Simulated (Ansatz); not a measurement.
# CAM-B3LYP/def2-SVP (core potential) run of SnSiH4ClF (SMILES [F][SnH]([SiH3])[Cl])

Aim: the vertical singlet–triplet gap of SnSiH4ClF at CAM-B3LYP/def2-SVP (core potential), from 2 runs. 

The calculation is run with Ansatz 0.2.0.

104 further runs of the same task are left out: 6 that didn't finish, 98 set aside as unsound or not needed. Runs told in other sessions of the task aren't counted.

## 1. The molecule

SnSiH4ClF has 8 atoms, charge 0, and is taken as a singlet. SMILES: `[F][SnH]([SiH3])[Cl]`. Geometry: relaxed at PBE0-D4/def2-TZVP.

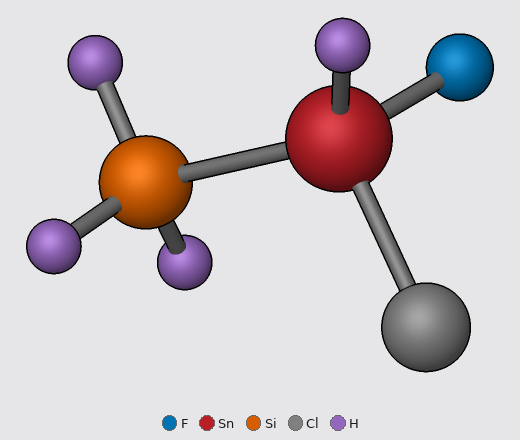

Viewed from a chosen angle; fluorine blue, tin red, silicon orange, chlorine grey, hydrogen purple.

## 2. A single-point energy at CAM-B3LYP/def2-SVP (core potential)

input.yaml reads:

```yaml
crystal:
  periodic: [false, false, false]
  atoms:
    - {symbol: F, position_ang: [-2.164400, 1.207300, 0.065000]}
    - {symbol: Sn, position_ang: [-0.491100, 0.743900, -0.760400]}
    - {symbol: Si, position_ang: [0.772400, -0.710700, 0.928600]}
    - {symbol: Cl, position_ang: [-1.103700, -0.588800, -2.566200]}
    - {symbol: H, position_ang: [0.081000, 2.212200, -1.406000]}
    - {symbol: H, position_ang: [1.077500, 0.107800, 2.127500]}
    - {symbol: H, position_ang: [2.025400, -1.174900, 0.284900]}
    - {symbol: H, position_ang: [-0.104900, -1.854000, 1.270900]}
basis:
  gaussian: {orbitals: def2-SVP}
hamiltonian: {xc: {name: CAM-B3LYP}}
accuracy: high
output: {orbitals: {seedname: orbitals}}
```

Command:

```console
$ ansatz run input.yaml --threads 1 --pin off --max-ram 3480MiB --events-out events.jsonl --progress --plain --runs-dir runs
```

Log:

```text
Warning: RAYON_NUM_THREADS=1 ignored (pool sized by the plan → 1); use --threads N
Functional definition: CAM-B3LYP
  name "CAM-B3LYP"
  parameter alpha = 0.19
  parameter beta = 0.46
  parameter omega = 0.33/bohr
  parameter ac = 0.81
  exchange = (1 - alpha - beta)*b88_x + beta*b88_x_sr(omega) + alpha*exact_x + beta*exact_x_lr(omega)
  correlation = (1 - ac)*vwn5_c + ac*lyp_c
2115 factors; integrals over basis functions are off by at most 7.7e-9 eV
476 factors; integrals over basis functions are off by at most 1.6e-9 eV
mean field evaluation 1: about -29003.1762 eV, gradient 3.8e1 eV
mean field evaluation 2: about -28999.9213 eV, gradient 6.2e1 eV
mean field evaluation 4: about -29005.9479 eV, gradient 1.6e0 eV
mean field evaluation 8: about -29006.0397 eV, gradient 5.4e-2 eV
mean field evaluation 16: about -29006.0397 eV, gradient 3.0e-5 eV
mean field -29006.03972154 eV, -1065.9522987668 hartree, gradient 9.6e-8 eV, S^2 0.000000; 0 other end points of the search recorded, 0 dependent functions left out
reference -29006.03974365 eV, -1065.9522995791 hartree; 33, 33 occupied and 63, 63 virtual orbitals, 2115 factors
Total energy: -29006.03974365 eV, -1065.9522995791 hartree
```

Run time: 21 s. Hardware: 1 thread of Arm Neoverse N1, shared host; peak memory 0.43 GiB.

## 3. The triplet, same level

in.yaml reads:

```yaml
crystal:
  periodic: [false, false, false]
  atoms:
    - {symbol: F, position_ang: [-2.164400, 1.207300, 0.065000]}
    - {symbol: Sn, position_ang: [-0.491100, 0.743900, -0.760400]}
    - {symbol: Si, position_ang: [0.772400, -0.710700, 0.928600]}
    - {symbol: Cl, position_ang: [-1.103700, -0.588800, -2.566200]}
    - {symbol: H, position_ang: [0.081000, 2.212200, -1.406000]}
    - {symbol: H, position_ang: [1.077500, 0.107800, 2.127500]}
    - {symbol: H, position_ang: [2.025400, -1.174900, 0.284900]}
    - {symbol: H, position_ang: [-0.104900, -1.854000, 1.270900]}
basis:
  gaussian:
    orbitals: def2-SVP
magnetization:
  spin_polarized: true
  initial_magnetization: 2
hamiltonian:
  xc: {name: CAM-B3LYP}
accuracy: high
output: {orbitals: {seedname: orbitals}}
```

Command:

```console
$ ansatz run in.yaml --threads 1 --pin off --max-ram 3480MiB --events-out events.jsonl --progress --plain --runs-dir runs
```

Log:

```text
Warning: RAYON_NUM_THREADS=1 ignored (pool sized by the plan → 1); use --threads N
[... 8 set-up lines as earlier in the session ...]
2115 factors; integrals over basis functions are off by at most 7.7e-9 eV
476 factors; integrals over basis functions are off by at most 1.6e-9 eV
mean field evaluation 1: about -28996.9982 eV, gradient 2.8e1 eV
mean field evaluation 2: about -28979.8470 eV, gradient 7.4e1 eV
mean field evaluation 4: about -29000.1483 eV, gradient 3.8e0 eV
mean field evaluation 8: about -29000.3641 eV, gradient 4.7e-1 eV
mean field evaluation 16: about -29000.4435 eV, gradient 6.4e-2 eV
mean field evaluation 32: about -29000.4447 eV, gradient 4.6e-3 eV
mean field evaluation 64: about -29000.4447 eV, gradient 2.6e-7 eV
mean field -29000.44472167 eV, -1065.7466863139 hartree, gradient 8.7e-8 eV, S^2 2.013206; 6 other end points of the search recorded, 0 dependent functions left out
reference -29000.44474396 eV, -1065.7466871331 hartree; 34, 32 occupied and 62, 64 virtual orbitals, 2115 factors
Total energy: -29000.44474396 eV, -1065.7466871331 hartree
```

Wall time 2 min (1 thread of Arm Neoverse N1, shared host); peak memory 0.66 GiB.

## 4. Summary of results

Level: CAM-B3LYP/def2-SVP (core potential).

```
                                        quantity           value
                           singlet: total energy  -1065.95230 Eh
                            singlet: HOMO energy        -9.53 eV
                            singlet: LUMO energy         0.09 eV
                          singlet: HOMO–LUMO gap         9.62 eV
                           triplet: total energy  -1065.74669 Eh
     triplet: HOMO energy (highest over α and β)        -4.06 eV
                                   triplet: ⟨S²⟩           2.013
vertical energy of the triplet above the singlet        5.595 eV
```

At this shape the triplet lies 5.59 eV (540 kJ/mol) above the singlet.
